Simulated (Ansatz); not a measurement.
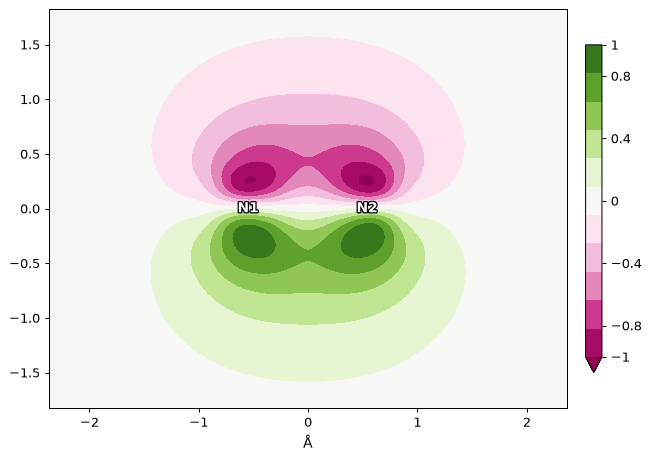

The picture shows: N$_{2}$. The HOMO−1 on a plane that holds the molecular axis (values in Å⁻³ᐟ²; the overall sign is arbitrary).

Geometry: PBE0-D4/def2-TZVP.

The calculation used Ansatz, RKS PBE0-D4/def2-TZVPPD.

Input file:

```
crystal:
  periodic: [false, false, false]
  atoms:
    - {symbol: N, position_ang: [0.002200, -0.026518, 0.972285]}
    - {symbol: N, position_ang: [0.006591, -0.058237, 2.060143]}
basis:
  gaussian: {orbitals: "def2-TZVPPD.json"}
hamiltonian: {xc: pbe0, dispersion: d4}
output: {orbitals: {seedname: orbitals}}
```

Run with:

```sh
ansatz run in.yaml --threads 2 --pin off --events-out ev --progress --plain --max-ram 5222MiB
```

Q: Where does this orbital lie, and at what energy?

A: By Hirshfeld shares it lies mainly on N1 (about 50 %) and N2 (about 50 %); it is ungerade (odd under inversion); π-bonding across N1–N2. It is one of a degenerate set, so its orientation is arbitrary. Its energy is −13.26 eV.
